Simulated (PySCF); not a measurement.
# difluoroacetylene (C2F2): spin-spin couplings at several levels of theory

How much do the spin-spin couplings of difluoroacetylene (C2F2) (`FC#CF`) depend on the level of theory, and what does each level cost?

The runs use PySCF 2.14.0, with density-fitted response routines of our own; the level of theory stands in each step. All values are computed, except where a source is named. Atoms count from 0, in the outputs and in this text.

### 1 Starting geometry

4 atoms, charge 0, multiplicity 1; geometry from: MMFF94s.

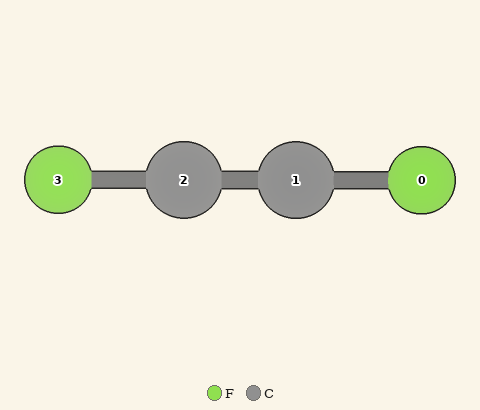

As it starts; fluorine green, carbon grey, atoms numbered.

### 2 Relaxing the molecule at PBE0-D3(BJ)/def2-SVP

The job: settings as JSON, then the geometry in Å.

```
{"job": {"xc": "PBE0", "basis": "def2-SVP", "d3": "d3bj", "grid": 1, "kind": "geom"}, "charge": 0, "multiplicity": 1}
F     -1.904387    -0.011707    -0.604298
C     -0.588050    -0.003613    -0.337215
C      0.588048     0.003616    -0.098595
F      1.904389     0.011704     0.168469
```

Standard output:

```text
step   0  E = -275.25194082  max force = 0.060158
step   1  E = -275.25805575  max force = 0.016829
step   2  E = -275.25880984  max force = 0.010477
step   3  E = -275.25925373  max force = 0.011185
step   4  E = -275.26007223  max force = 0.002688
step   5  E = -275.26012090  max force = 0.001682
step   6  E = -275.26012725  max force = 0.000395
step   7  E = -275.26012748  max force = 0.000061
optimisation converged
```

Wall time 3.8 s (1 thread, shared host).

Along the way:

```csv
step,energy from step 0 (eV),largest force component (eV/Å)
0,0.0000,3.0934
1,-0.1664,0.8654
2,-0.1869,0.5387
3,-0.1990,0.5752
4,-0.2213,0.1382
5,-0.2226,0.0865
6,-0.2228,0.0203
7,-0.2228,0.0031
```

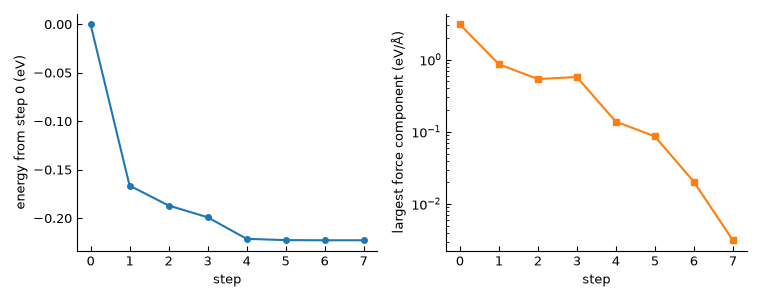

Energy and force, step by step.

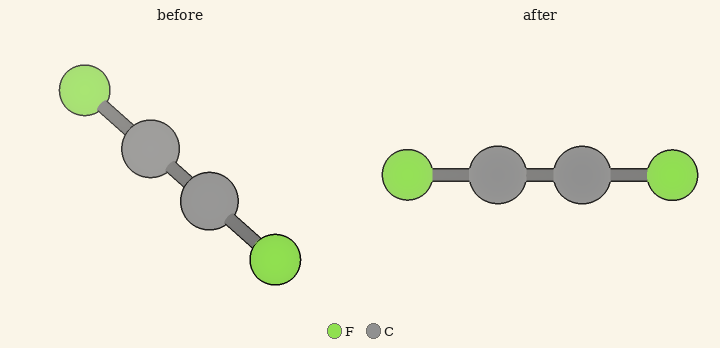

Before and after, at one scale.

Distances of close pairs at the start and the end, largest changes first:

```
 bond  before (Å)  after (Å)  change (Å)
F0–C1       1.343      1.279      -0.065
C2–F3       1.343      1.279      -0.065
C1–C2       1.200      1.196      -0.004
```

The final coordinates are the input of the step that follows.

```csv
at the end point,value
point group (found at 0.08 Å tolerance),D∞h
"rotational constants (GHz, main isotopes)","3.550, 3.550"
dipole moment (D),0.00
```

### 3 Indirect couplings: CAM-B3LYP/pcJ-1

The job: settings as JSON, then the geometry in Å.

```
{"job": {"kind": "j", "xc": "CAM-B3LYP", "basis": "pcJ-1"}, "charge": 0, "multiplicity": 1}
F     -1.417067    -1.172812     0.152235
C     -0.451548    -0.373616    -0.100132
C      0.451545     0.373615    -0.335687
F      1.417070     1.172812    -0.588056
```

Level: CAM-B3LYP/pcJ-1 indirect spin-spin coupling, non-relativistic, gas phase.

Standard output:

```text
coarse grid: 4344 points
cycle   1  E = -275.5979539640  dE =  7.684e-01  |g| = 4.722e-01  |ddm| = 2.045e+00
cycle   2  E = -275.6043446395  dE = -6.391e-03  |g| = 4.359e-01  |ddm| = 5.062e-01
cycle   3  E = -275.6288947813  dE = -2.455e-02  |g| = 1.018e-01  |ddm| = 2.884e-01
cycle   4  E = -275.6302529164  dE = -1.358e-03  |g| = 5.495e-03  |ddm| = 4.473e-02
cycle   5  E = -275.6302597835  dE = -6.867e-06  |g| = 1.959e-03  |ddm| = 5.040e-03
final grid: 45624 points
cycle   6  E = -275.6657621104  dE = -9.886e-05  |g| = 3.385e-03  |ddm| = 6.152e-03
cycle   7  E = -275.6657616560  dE =  4.543e-07  |g| = 3.639e-03  |ddm| = 3.648e-03
cycle   8  E = -275.6657635584  dE = -1.902e-06  |g| = 4.880e-04  |ddm| = 2.083e-03
cycle   9  E = -275.6657635865  dE = -2.807e-08  |g| = 9.641e-05  |ddm| = 2.695e-04
cycle  10  E = -275.6657635885  dE = -1.990e-09  |g| = 1.124e-05  |ddm| = 6.399e-05
cycle  11  E = -275.6657635885  dE = -6.628e-11  |g| = 1.447e-06  |ddm| = 2.022e-05
converged SCF energy = -275.6657635885

Indirect spin-spin couplings (Hz)
  i      j    bonds     total        FC       PSO       DSO        SD
  0 F    1 C    1   -371.322  -330.198   -24.475     0.618   -17.268
  0 F    2 C    2     58.446    12.248    16.202    -0.674    30.670
  0 F    3 F    3     58.015     8.172   -12.529    -1.830    64.203
  1 C    2 C    1    439.140   406.020    18.143     0.315    14.662
  1 C    3 F    2     58.443    12.247    16.201    -0.674    30.669
  2 C    3 F    1   -371.328  -330.206   -24.473     0.618   -17.267
```

It took 2.8 s on 1 thread, shared host.

Couplings of 1 Hz or more, nine at most for each number of bonds, with means over like pairs (isotopes 13C, 19F):

| pair | bonds | J (Hz) | Fermi contact (Hz) | measured size |
| --- | --- | --- | --- | --- |
| C1–C2 | 1 | 439.1 | 406.0 | – |
| F0–C1 | 1 | -371.3 | -330.2 | 287.3 |
| F0–C2 | 2 | 58.4 | 12.2 | 28.7 |
| F0–F3 | 3 | 58.0 | 8.2 | 2.1 |

Measured values: Jessen and Sauer, arXiv:2312.00705; CC3 and CCSD from Faber, Sauer, Gauss 2017.

### 4 Indirect couplings: BHandHLYP/pcJ-1

The job: settings as JSON, then the geometry in Å.

```
{"job": {"kind": "j", "xc": "BHandHLYP", "basis": "pcJ-1"}, "charge": 0, "multiplicity": 1}
F     -1.417067    -1.172812     0.152235
C     -0.451548    -0.373616    -0.100132
C      0.451545     0.373615    -0.335687
F      1.417070     1.172812    -0.588056
```

Method: BHandHLYP/pcJ-1 indirect spin-spin coupling, non-relativistic, gas phase.

Standard output:

```text
coarse grid: 4344 points
cycle   1  E = -275.5671000122  dE =  8.048e-01  |g| = 4.598e-01  |ddm| = 2.059e+00
cycle   2  E = -275.5782838374  dE = -1.118e-02  |g| = 3.677e-01  |ddm| = 4.386e-01
cycle   3  E = -275.5969117814  dE = -1.863e-02  |g| = 9.059e-02  |ddm| = 2.499e-01
cycle   4  E = -275.5980134438  dE = -1.102e-03  |g| = 6.961e-03  |ddm| = 4.248e-02
cycle   5  E = -275.5980235636  dE = -1.012e-05  |g| = 2.011e-03  |ddm| = 5.368e-03
cycle   6  E = -275.5980245306  dE = -9.670e-07  |g| = 2.395e-04  |ddm| = 1.489e-03
final grid: 45624 points
cycle   7  E = -275.6211502430  dE = -4.230e-05  |g| = 1.736e-03  |ddm| = 4.932e-03
cycle   8  E = -275.6211503168  dE = -7.379e-08  |g| = 1.303e-03  |ddm| = 1.518e-03
cycle   9  E = -275.6211505360  dE = -2.191e-07  |g| = 3.680e-04  |ddm| = 8.487e-04
cycle  10  E = -275.6211505562  dE = -2.020e-08  |g| = 2.330e-05  |ddm| = 2.190e-04
cycle  11  E = -275.6211505565  dE = -2.821e-10  |g| = 3.543e-06  |ddm| = 3.764e-05
converged SCF energy = -275.6211505565

Indirect spin-spin couplings (Hz)
  i      j    bonds     total        FC       PSO       DSO        SD
  0 F    1 C    1   -348.036  -297.533   -29.650     0.617   -21.470
  0 F    2 C    2     83.792    36.137    16.340    -0.673    31.988
  0 F    3 F    3     70.000    29.032   -19.518    -1.827    62.313
  1 C    2 C    1    465.822   430.137    19.402     0.311    15.972
  1 C    3 F    2     83.786    36.133    16.338    -0.673    31.988
  2 C    3 F    1   -348.041  -297.540   -29.648     0.617   -21.469
```

Wall time 2.3 s (1 thread, shared host).

This run: J(C1,C2) 465.8 Hz, J(F0,C1) -348.0 Hz, J(F0,C2) 83.8 Hz (means over like pairs).

### 5 J couplings: B3LYP/pcJ-0

The job: settings as JSON, then the geometry in Å.

```
{"job": {"kind": "j", "xc": "B3LYP", "basis": "pcJ-0"}, "charge": 0, "multiplicity": 1}
F     -1.417067    -1.172812     0.152235
C     -0.451548    -0.373616    -0.100132
C      0.451545     0.373615    -0.335687
F      1.417070     1.172812    -0.588056
```

Level: B3LYP/pcJ-0 indirect spin-spin coupling, non-relativistic, gas phase.

Standard output:

```text
coarse grid: 4344 points
cycle   1  E = -275.2189349520  dE =  4.829e-01  |g| = 4.791e-01  |ddm| = 2.883e+00
cycle   2  E = -275.1743484697  dE =  4.459e-02  |g| = 7.183e-01  |ddm| = 9.401e-01
cycle   3  E = -275.2565538486  dE = -8.221e-02  |g| = 3.016e-02  |ddm| = 5.415e-01
cycle   4  E = -275.2566615611  dE = -1.077e-04  |g| = 3.120e-03  |ddm| = 1.285e-02
cycle   5  E = -275.2566636787  dE = -2.118e-06  |g| = 8.181e-04  |ddm| = 3.581e-03
final grid: 45624 points
cycle   6  E = -275.1911573281  dE = -7.548e-05  |g| = 4.029e-03  |ddm| = 5.315e-03
cycle   7  E = -275.1911567478  dE =  5.803e-07  |g| = 3.530e-03  |ddm| = 3.411e-03
cycle   8  E = -275.1911582303  dE = -1.482e-06  |g| = 1.089e-03  |ddm| = 2.882e-03
cycle   9  E = -275.1911584186  dE = -1.883e-07  |g| = 9.633e-05  |ddm| = 8.399e-04
cycle  10  E = -275.1911584207  dE = -2.188e-09  |g| = 1.193e-05  |ddm| = 9.399e-05
cycle  11  E = -275.1911584207  dE =  3.052e-11  |g| = 1.643e-05  |ddm| = 2.125e-05
converged SCF energy = -275.1911584207

Indirect spin-spin couplings (Hz)
  i      j    bonds     total        FC       PSO       DSO        SD
  0 F    1 C    1   -588.637  -538.825   -32.675     0.841   -17.978
  0 F    2 C    2     15.201   -39.244    21.687    -0.611    33.369
  0 F    3 F    3     71.390    10.088   -15.049    -1.676    78.027
  1 C    2 C    1    347.041   317.624    16.285     0.334    12.799
  1 C    3 F    2     15.197   -39.245    21.685    -0.611    33.368
  2 C    3 F    1   -588.642  -538.835   -32.671     0.841   -17.977
```

Run time: 1.1 s. Hardware: 1 thread, shared host.

This run: J(F0,C1) -588.6 Hz, J(C1,C2) 347.0 Hz, J(F0,F3) 71.4 Hz (means over like pairs).

### 6 J couplings: B3LYP/pcJ-2

The job: settings as JSON, then the geometry in Å.

```
{"job": {"kind": "j", "xc": "B3LYP", "basis": "pcJ-2"}, "charge": 0, "multiplicity": 1}
F     -1.417067    -1.172812     0.152235
C     -0.451548    -0.373616    -0.100132
C      0.451545     0.373615    -0.335687
F      1.417070     1.172812    -0.588056
```

Level: B3LYP/pcJ-2 indirect spin-spin coupling, non-relativistic, gas phase.

Standard output:

```text
coarse grid: 4344 points
cycle   1  E = -275.8530620107  dE =  7.604e-01  |g| = 4.796e-01  |ddm| = 1.749e+00
cycle   2  E = -275.8447489975  dE =  8.313e-03  |g| = 5.309e-01  |ddm| = 3.696e-01
cycle   3  E = -275.8789026641  dE = -3.415e-02  |g| = 1.394e-01  |ddm| = 2.387e-01
cycle   4  E = -275.8818060817  dE = -2.903e-03  |g| = 1.029e-02  |ddm| = 4.830e-02
cycle   5  E = -275.8818272528  dE = -2.117e-05  |g| = 3.490e-03  |ddm| = 6.548e-03
cycle   6  E = -275.8818297600  dE = -2.507e-06  |g| = 1.987e-04  |ddm| = 1.841e-03
final grid: 45624 points
cycle   7  E = -275.8780175750  dE = -7.044e-05  |g| = 2.382e-03  |ddm| = 1.497e-02
cycle   8  E = -275.8780171845  dE =  3.904e-07  |g| = 2.396e-03  |ddm| = 1.295e-03
cycle   9  E = -275.8780179567  dE = -7.721e-07  |g| = 8.155e-04  |ddm| = 1.145e-03
cycle  10  E = -275.8780180485  dE = -9.184e-08  |g| = 1.008e-04  |ddm| = 2.829e-04
cycle  11  E = -275.8780180503  dE = -1.760e-09  |g| = 1.460e-05  |ddm| = 5.236e-05
cycle  12  E = -275.8780180503  dE = -4.684e-11  |g| = 2.971e-06  |ddm| = 7.432e-06
converged SCF energy = -275.8780180503

Indirect spin-spin couplings (Hz)
  i      j    bonds     total        FC       PSO       DSO        SD
  0 F    1 C    1   -387.983  -352.718   -20.351     0.569   -15.483
  0 F    2 C    2     51.946     7.986    14.529    -0.686    30.116
  0 F    3 F    3     35.693     4.404   -22.823    -1.859    55.972
  1 C    2 C    1    439.146   406.813    17.414     0.306    14.613
  1 C    3 F    2     51.941     7.984    14.528    -0.686    30.116
  2 C    3 F    1   -387.989  -352.726   -20.350     0.569   -15.483
```

Wall time 5.8 s (1 thread, shared host).

This run: J(C1,C2) 439.1 Hz, J(F0,C1) -388.0 Hz, J(F0,C2) 51.9 Hz (means over like pairs).

### 7 Spin-spin couplings: B3LYP/aug-cc-pVTZ-J

The job: settings as JSON, then the geometry in Å.

```
{"job": {"kind": "j", "xc": "B3LYP", "basis": "aug-cc-pVTZ-J"}, "charge": 0, "multiplicity": 1}
F     -1.417067    -1.172812     0.152235
C     -0.451548    -0.373616    -0.100132
C      0.451545     0.373615    -0.335687
F      1.417070     1.172812    -0.588056
```

Level: B3LYP/aug-cc-pVTZ-J indirect spin-spin coupling, non-relativistic, gas phase.

Standard output:

```text
coarse grid: 4344 points
cycle   1  E = -275.8414633950  dE =  7.623e-01  |g| = 4.670e-01  |ddm| = 2.958e+00
cycle   2  E = -275.8342158884  dE =  7.248e-03  |g| = 5.133e-01  |ddm| = 6.353e-01
cycle   3  E = -275.8661627141  dE = -3.195e-02  |g| = 1.376e-01  |ddm| = 3.877e-01
cycle   4  E = -275.8689890167  dE = -2.826e-03  |g| = 9.809e-03  |ddm| = 9.023e-02
cycle   5  E = -275.8690081766  dE = -1.916e-05  |g| = 3.359e-03  |ddm| = 1.207e-02
cycle   6  E = -275.8690105191  dE = -2.342e-06  |g| = 2.011e-04  |ddm| = 3.139e-03
final grid: 45624 points
cycle   7  E = -275.8649194824  dE = -1.002e-04  |g| = 3.496e-03  |ddm| = 1.544e-01
cycle   8  E = -275.8649179817  dE =  1.501e-06  |g| = 4.238e-03  |ddm| = 5.607e-03
cycle   9  E = -275.8649204218  dE = -2.440e-06  |g| = 8.299e-04  |ddm| = 3.113e-03
cycle  10  E = -275.8649205201  dE = -9.824e-08  |g| = 5.887e-05  |ddm| = 5.363e-04
cycle  11  E = -275.8649205205  dE = -4.379e-10  |g| = 1.344e-05  |ddm| = 4.764e-05
converged SCF energy = -275.8649205205

Indirect spin-spin couplings (Hz)
  i      j    bonds     total        FC       PSO       DSO        SD
  0 F    1 C    1   -391.119  -358.059   -19.370     0.604   -14.294
  0 F    2 C    2     48.140     8.501    13.690    -0.680    26.629
  0 F    3 F    3     25.872     4.231   -24.860    -1.836    48.336
  1 C    2 C    1    445.640   415.633    16.833     0.304    12.870
  1 C    3 F    2     48.137     8.500    13.689    -0.680    26.629
  2 C    3 F    1   -391.125  -358.068   -19.368     0.604   -14.294
```

Wall time 5 s (1 thread, shared host).

In short: J(C1,C2) 445.6 Hz, J(F0,C1) -391.1 Hz, J(F0,C2) 48.1 Hz (means over like pairs).

### 8 J couplings: B3LYP/def2-TZVP

The job: settings as JSON, then the geometry in Å.

```
{"job": {"kind": "j", "xc": "B3LYP", "basis": "def2-TZVP"}, "charge": 0, "multiplicity": 1}
F     -1.417067    -1.172812     0.152235
C     -0.451548    -0.373616    -0.100132
C      0.451545     0.373615    -0.335687
F      1.417070     1.172812    -0.588056
```

With the program's defaults for keys left out, this is: B3LYP/def2-TZVP indirect spin-spin coupling, non-relativistic, gas phase.

Standard output:

```text
coarse grid: 4344 points
cycle   1  E = -275.8401516325  dE =  7.686e-01  |g| = 4.612e-01  |ddm| = 3.991e+00
cycle   2  E = -275.8309049475  dE =  9.247e-03  |g| = 5.290e-01  |ddm| = 7.930e-01
cycle   3  E = -275.8663657948  dE = -3.546e-02  |g| = 1.269e-01  |ddm| = 5.469e-01
cycle   4  E = -275.8688993501  dE = -2.534e-03  |g| = 9.918e-03  |ddm| = 7.619e-02
cycle   5  E = -275.8689203889  dE = -2.104e-05  |g| = 3.134e-03  |ddm| = 1.038e-02
cycle   6  E = -275.8689224554  dE = -2.067e-06  |g| = 1.613e-04  |ddm| = 2.321e-03
final grid: 45624 points
cycle   7  E = -275.8695330608  dE = -2.396e-05  |g| = 1.368e-03  |ddm| = 3.452e-02
cycle   8  E = -275.8695331100  dE = -4.911e-08  |g| = 9.523e-04  |ddm| = 3.167e-03
cycle   9  E = -275.8695332306  dE = -1.206e-07  |g| = 5.500e-04  |ddm| = 9.947e-04
cycle  10  E = -275.8695332756  dE = -4.497e-08  |g| = 8.998e-05  |ddm| = 4.252e-04
cycle  11  E = -275.8695332769  dE = -1.364e-09  |g| = 9.238e-06  |ddm| = 7.250e-05
cycle  12  E = -275.8695332769  dE = -1.899e-11  |g| = 2.725e-06  |ddm| = 9.442e-06
converged SCF energy = -275.8695332769

Indirect spin-spin couplings (Hz)
  i      j    bonds     total        FC       PSO       DSO        SD
  0 F    1 C    1   -426.460  -392.913   -19.183     0.667   -15.030
  0 F    2 C    2     41.137     1.466    13.365    -0.683    26.989
  0 F    3 F    3     26.522     0.167   -25.058    -1.815    53.228
  1 C    2 C    1    453.721   424.047    16.627     0.282    12.764
  1 C    3 F    2     41.135     1.467    13.364    -0.683    26.989
  2 C    3 F    1   -426.467  -392.922   -19.182     0.667   -15.030
```

Wall time 3.2 s (1 thread, shared host).

The basis is not made for couplings: without tight functions at the nuclei these values are rough.

In short: J(C1,C2) 453.7 Hz, J(F0,C1) -426.5 Hz, J(F0,C2) 41.1 Hz (means over like pairs).

### 9 Spin-spin couplings: B3LYP/cc-pVTZ

The job: settings as JSON, then the geometry in Å.

```
{"job": {"kind": "j", "xc": "B3LYP", "basis": "cc-pVTZ"}, "charge": 0, "multiplicity": 1}
F     -1.417067    -1.172812     0.152235
C     -0.451548    -0.373616    -0.100132
C      0.451545     0.373615    -0.335687
F      1.417070     1.172812    -0.588056
```

With the program's defaults for keys left out, this is: B3LYP/cc-pVTZ indirect spin-spin coupling, non-relativistic, gas phase.

Standard output:

```text
coarse grid: 4344 points
cycle   1  E = -275.8308264490  dE =  7.642e-01  |g| = 4.623e-01  |ddm| = 4.601e+00
cycle   2  E = -275.8223504238  dE =  8.476e-03  |g| = 5.272e-01  |ddm| = 1.033e+00
cycle   3  E = -275.8568416677  dE = -3.449e-02  |g| = 1.255e-01  |ddm| = 6.873e-01
cycle   4  E = -275.8592904709  dE = -2.449e-03  |g| = 9.681e-03  |ddm| = 1.413e-01
cycle   5  E = -275.8593101715  dE = -1.970e-05  |g| = 2.951e-03  |ddm| = 2.350e-02
cycle   6  E = -275.8593119556  dE = -1.784e-06  |g| = 1.728e-04  |ddm| = 4.835e-03
final grid: 45624 points
cycle   7  E = -275.8552346289  dE = -2.345e-05  |g| = 2.956e-03  |ddm| = 2.783e-02
cycle   8  E = -275.8552330339  dE =  1.595e-06  |g| = 4.330e-03  |ddm| = 7.439e-03
cycle   9  E = -275.8552356933  dE = -2.659e-06  |g| = 3.332e-04  |ddm| = 4.940e-03
cycle  10  E = -275.8552357092  dE = -1.592e-08  |g| = 3.880e-05  |ddm| = 3.503e-04
cycle  11  E = -275.8552357094  dE = -2.157e-10  |g| = 1.141e-05  |ddm| = 6.303e-05
converged SCF energy = -275.8552357094

Indirect spin-spin couplings (Hz)
  i      j    bonds     total        FC       PSO       DSO        SD
  0 F    1 C    1   -418.459  -384.796   -19.774     0.663   -14.552
  0 F    2 C    2     45.388     6.095    13.141    -0.681    26.834
  0 F    3 F    3     28.829    -1.527   -21.903    -1.813    54.072
  1 C    2 C    1    662.007   631.852    17.205     0.285    12.665
  1 C    3 F    2     45.386     6.095    13.139    -0.681    26.833
  2 C    3 F    1   -418.463  -384.802   -19.772     0.663   -14.552
```

Run time: 2.8 s. Hardware: 1 thread, shared host.

This basis has no tight s functions, so the Fermi-contact terms are rough.

This run: J(C1,C2) 662.0 Hz, J(F0,C1) -418.5 Hz, J(F0,C2) 45.4 Hz (means over like pairs).

### 10 Indirect couplings: B3LYP/6-31G*

The job: settings as JSON, then the geometry in Å.

```
{"job": {"kind": "j", "xc": "B3LYP", "basis": "6-31G*"}, "charge": 0, "multiplicity": 1}
F     -1.417067    -1.172812     0.152235
C     -0.451548    -0.373616    -0.100132
C      0.451545     0.373615    -0.335687
F      1.417070     1.172812    -0.588056
```

Level: B3LYP/6-31G* indirect spin-spin coupling, non-relativistic, gas phase.

Standard output:

```text
coarse grid: 4344 points
cycle   1  E = -275.7089618435  dE =  7.639e-01  |g| = 4.620e-01  |ddm| = 2.493e+00
cycle   2  E = -275.6935108959  dE =  1.545e-02  |g| = 5.617e-01  |ddm| = 8.399e-01
cycle   3  E = -275.7399884742  dE = -4.648e-02  |g| = 1.011e-01  |ddm| = 5.301e-01
cycle   4  E = -275.7418450356  dE = -1.857e-03  |g| = 7.248e-03  |ddm| = 6.944e-02
cycle   5  E = -275.7418582335  dE = -1.320e-05  |g| = 1.908e-03  |ddm| = 8.269e-03
cycle   6  E = -275.7418590994  dE = -8.659e-07  |g| = 6.705e-05  |ddm| = 1.673e-03
final grid: 45624 points
cycle   7  E = -275.7335250107  dE = -5.211e-06  |g| = 2.587e-03  |ddm| = 6.643e-03
cycle   8  E = -275.7335234518  dE =  1.559e-06  |g| = 4.039e-03  |ddm| = 4.485e-03
cycle   9  E = -275.7335260980  dE = -2.646e-06  |g| = 5.841e-05  |ddm| = 3.051e-03
cycle  10  E = -275.7335260987  dE = -6.899e-10  |g| = 1.648e-05  |ddm| = 6.756e-05
converged SCF energy = -275.7335260987

Indirect spin-spin couplings (Hz)
  i      j    bonds     total        FC       PSO       DSO        SD
  0 F    1 C    1   -160.593  -135.551   -12.691     0.837   -13.188
  0 F    2 C    2     62.500    27.315    12.622    -0.649    23.211
  0 F    3 F    3     25.162    10.678   -28.933    -1.714    45.131
  1 C    2 C    1    362.821   339.383    12.484     0.290    10.663
  1 C    3 F    2     62.497    27.314    12.621    -0.649    23.211
  2 C    3 F    1   -160.598  -135.558   -12.690     0.837   -13.188
```

Wall time 1.3 s (1 thread, shared host).

The basis is not made for couplings: without tight functions at the nuclei these values are rough.

Key values: J(C1,C2) 362.8 Hz, J(F0,C1) -160.6 Hz, J(F0,C2) 62.5 Hz (means over like pairs).

### 11 Comparing the runs: spin-spin couplings

Couplings (Hz), each a mean over the pairs like the one named, with basis size and wall time:

```
                run  C1–C2   F0–C1  F0–C2  F0–F3  functions   time
    CAM-B3LYP/pcJ-1  439.1  -371.3   58.4   58.0        108  2.8 s
    BHandHLYP/pcJ-1  465.8  -348.0   83.8   70.0        108  2.3 s
        B3LYP/pcJ-0  347.0  -588.6   15.2   71.4         52  1.1 s
        B3LYP/pcJ-2  439.1  -388.0   51.9   35.7        204  5.8 s
B3LYP/aug-cc-pVTZ-J  445.6  -391.1   48.1   25.9        184    5 s
    B3LYP/def2-TZVP  453.7  -426.5   41.1   26.5        124  3.2 s
      B3LYP/cc-pVTZ  662.0  -418.5   45.4   28.8        120  2.8 s
       B3LYP/6-31G*  362.8  -160.6   62.5   25.2         56  1.3 s
      measured size      –   287.3   28.7    2.1          –      –
```

Measured: Jessen and Sauer, arXiv:2312.00705; CC3 and CCSD from Faber, Sauer, Gauss 2017.

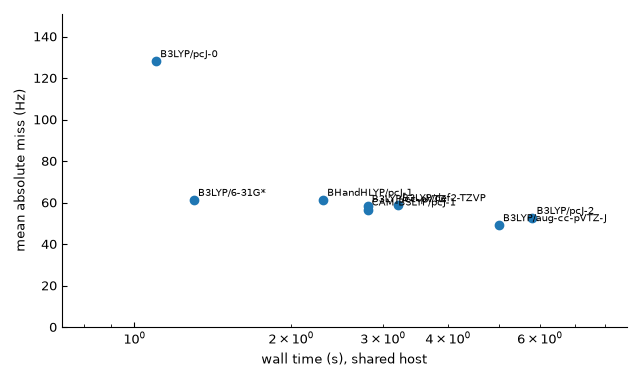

Cost against miss for the 3 measured couplings.

### 12 What came out

| quantity | value |
| --- | --- |
| point group | D∞h |
| rotational constants (main isotopes) | 3.55, 3.55 GHz |
| largest coupling of the table (CAM-B3LYP/pcJ-1) | 1J(C,C) C1–C2, 439.1 Hz |
| range of J(C1,C2), mean over like pairs | 347.0 to 662.0 Hz |

In words: Single values in the summary come from the first run of each kind that ended normally (CAM-B3LYP/pcJ-1), which need not be the best level. Over 7 steps the energy fell by 0.223 eV; of the close pairs, F0–C1 changed most, 1.343 to 1.279 Å. In the run at CAM-B3LYP/pcJ-1, the largest coupling of the table is C1–C2, 439.1 Hz, of which the Fermi-contact term gives 406.0 Hz. Density functionals describe couplings to fluorine poorly, F–F couplings above all, so those rows are rough. The 3 measured couplings differ from the computed sizes by 56.6 Hz on average; vibrational averaging and surroundings are not included. The coupling C1–C2, as a mean over pairs of its kind, runs from 347.0 Hz (B3LYP/pcJ-0) to 662.0 Hz (B3LYP/cc-pVTZ). For the 3 measured couplings, B3LYP/aug-cc-pVTZ-J misses least (49.0 Hz, 5 s) and B3LYP/pcJ-0 most (128.0 Hz, 1.1 s). Couplings from bases without tight functions are rough. One molecule ranks no method: errors cancel, and vibration and temperature are missing from all runs.
